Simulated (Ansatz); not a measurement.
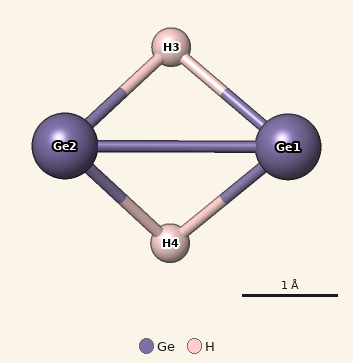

Fig. 1: The structure of run A (ball-and-stick view, seen at a tilt; atoms are numbered from 1 in the order of the input). Sticks mark near contacts.

**Ge$_{2}$H$_{2}$: one change and its effect**

System: Ge$_{2}$H$_{2}$, multiplicity 5.
Method of run A: UKS r2SCAN-D4/def2-TZVP (Ansatz 0.2.0).

The geometry: r2SCAN-D4/def2-TZVP start. Text and figures count atoms from 1; the logs count them from 0 in places.

## The input, run A
```yaml
crystal:
  periodic: [false, false, false]
  atoms:
    - {symbol: Ge, position_ang: [0.655987, 0.111114, -1.051094]}
    - {symbol: Ge, position_ang: [-0.088453, -0.675556, 1.040807]}
    - {symbol: H, position_ang: [0.366704, 0.927620, 0.479328]}
    - {symbol: H, position_ang: [-0.934238, -0.363189, -0.469031]}
basis:
  gaussian: {orbitals: def2-TZVP}
magnetization: {spin_polarized: true, initial_magnetization: 4}
hamiltonian: {xc: r2scan, dispersion: d4}
scf: {omitted_lower_state_checks: [starts]}
output: {orbitals: {seedname: orbitals}}
relax: {f_tol: 0.02, max_steps: 100}
```

Command:
```bash
ansatz run in.yaml --threads 4 --pin off --events-out ev --progress --plain --max-ram 3916MiB
```

Hardware: 4 threads of Arm Neoverse V2, 23 GiB of memory available, shared host.

## Output, shortened to warnings, some set-up lines, iterations and results (run A)
```
[...]
mean field evaluation 1: about -113061.1166 eV, gradient 1.6e1 eV
mean field evaluation 2: about -113060.9082 eV, gradient 1.7e1 eV
mean field evaluation 4: about -113062.0497 eV, gradient 6.5e-1 eV
mean field evaluation 8: about -113062.0361 eV, gradient 6.9e-2 eV
mean field evaluation 16: about -113062.0362 eV, gradient 6.4e-5 eV
relax step   1: F+E_penalty+E_count = -113062.05104369 eV  Δ(F+E_penalty+E_count) = +0.000e0 eV  max|allowed force component| = 3.312e0 eV/Å  Δτ_max = 0.0000 Å  (35 SCF …
relax step   2: F+E_penalty+E_count = -113063.02147763 eV  Δ(F+E_penalty+E_count) = -9.704e-1 eV  max|allowed force component| = 5.617e-1 eV/Å  Δτ_max = 0.1945 Å  (35 SCF …
mean field evaluation 32: about -113063.2194 eV, gradient 1.1e-4 eV
relax step   3: F+E_penalty+E_count = -113063.23464681 eV  Δ(F+E_penalty+E_count) = -2.132e-1 eV  max|allowed force component| = 7.212e-1 eV/Å  Δτ_max = 0.2000 Å  (37 SCF …
relax step   4: F+E_penalty+E_count = -113063.28998143 eV  Δ(F+E_penalty+E_count) = -5.533e-2 eV  max|allowed force component| = 1.141e-1 eV/Å  Δτ_max = 0.0747 Å  (34 SCF …
relax step   5: F+E_penalty+E_count = -113063.29098665 eV  Δ(F+E_penalty+E_count) = -1.005e-3 eV  max|allowed force component| = 3.187e-3 eV/Å  Δτ_max = 0.0078 Å  (35 SCF …
these checks for a lower state are left out or cut short: starts
804 factors; their error is unknown
mean field -113063.27465002 eV, -4154.9987063481 hartree, gradient 1.9e-5 eV, S^2 6.011308; 0 other end points of the search recorded, 0 dependent functions left out
the calculation of the forces begins
reference -113063.27466020 eV, -4154.9987067221 hartree; 35, 31 occupied and 73, 77 virtual orbitals, 804 factors
Total energy: -113063.29099683 eV, -4154.9993070824 hartree
Atom 0 at     0.433234     0.457432    -1.216892 Å, force     0.000842     0.001481    -0.003176 eV/Å
Atom 1 at    -0.432867    -0.457802     1.216891 Å, force    -0.001418    -0.000907     0.003187 eV/Å
Atom 2 at     0.716401     0.711178     0.522381 Å, force    -0.000753    -0.001320    -0.000760 eV/Å
Atom 3 at    -0.716767    -0.710819    -0.522370 Å, force     0.001330     0.000747     0.000750 eV/Å
Dipole moment:     0.000026    -0.000026    -0.000000 e Å
Checks for a lower state left out: starts
```

For run B the input was changed thus:
```diff
-magnetization: {spin_polarized: true, initial_magnetization: 4}
+magnetization: {spin_polarized: true, initial_magnetization: 2}
```

How does run B compare with run A?

With the same method and basis, run B lies 58.0 kcal/mol lower. The HOMO goes from −4.11 to −3.82 eV. The LUMO goes from −5.86 to −3.44 eV. The dipole moment goes from 0.00 to 0.04 D. On the same kind of shared host run B took about 7.2 times as long.

## Output, shortened to warnings, some set-up lines, iterations and results (run B)
```
[...]
mean field evaluation 1: about -113064.4187 eV, gradient 1.7e1 eV
mean field evaluation 2: about -113064.2520 eV, gradient 1.8e1 eV
mean field evaluation 4: about -113065.5211 eV, gradient 7.3e-1 eV
mean field evaluation 8: about -113065.5090 eV, gradient 3.0e-2 eV
mean field evaluation 16: about -113065.5090 eV, gradient 1.2e-3 eV
[... 12 lines ...]
mean field evaluation 192: about -113065.7856 eV, gradient 1.7e-5 eV
relax step   8: F+E_penalty+E_count = -113065.80186693 eV  Δ(F+E_penalty+E_count) = -6.483e-5 eV  max|allowed force component| = 1.296e-1 eV/Å  Δτ_max = 0.0049 Å  (97 SCF …
relax step   9: F+E_penalty+E_count = -113065.80589943 eV  Δ(F+E_penalty+E_count) = -4.033e-3 eV  max|allowed force component| = 6.549e-2 eV/Å  Δτ_max = 0.0703 Å  (102 SCF …
mean field evaluation 224: about -113065.7905 eV, gradient 1.1e-4 eV
relax step  10: F+E_penalty+E_count = -113065.80682009 eV  Δ(F+E_penalty+E_count) = -9.207e-4 eV  max|allowed force component| = 1.683e-2 eV/Å  Δτ_max = 0.0280 Å  (103 SCF …
these checks for a lower state are left out or cut short: starts
804 factors; their error is unknown
mean field -113065.79045112 eV, -4155.0911603333 hartree, gradient 1.5e-8 eV, S^2 2.013962; 0 other end points of the search recorded, 0 dependent functions left out
the calculation of the forces begins
reference -113065.79046100 eV, -4155.0911606964 hartree; 34, 32 occupied and 74, 76 virtual orbitals, 804 factors
Total energy: -113065.80682996 eV, -4155.0917622447 hartree
Atom 0 at     0.494790     0.421060    -1.251780 Å, force    -0.003656     0.001478    -0.002104 eV/Å
Atom 1 at    -0.395485    -0.519720     1.250024 Å, force    -0.004622     0.000472    -0.000104 eV/Å
Atom 2 at     0.618922     0.707965     0.486514 Å, force    -0.008550    -0.013005    -0.008175 eV/Å
Atom 3 at    -0.718227    -0.609316    -0.484749 Å, force     0.016828     0.011055     0.010384 eV/Å
Dipole moment:    -0.006258     0.006487     0.000212 e Å
Checks for a lower state left out: starts
```

## The two runs side by side

```tsv
quantity	run A	run B
outcome	converged	converged
total energy (hartree)	−4154.999307	−4155.091762
HOMO (eV)	−4.11	−3.82
LUMO (eV)	−5.86	−3.44
dipole moment (D)	0.00	0.04
⟨S²⟩	6.011	2.014
largest force (eV/Å)	0.004	0.023
basis functions	108	108
wall time (shared host)	15 s	1.8 min
```
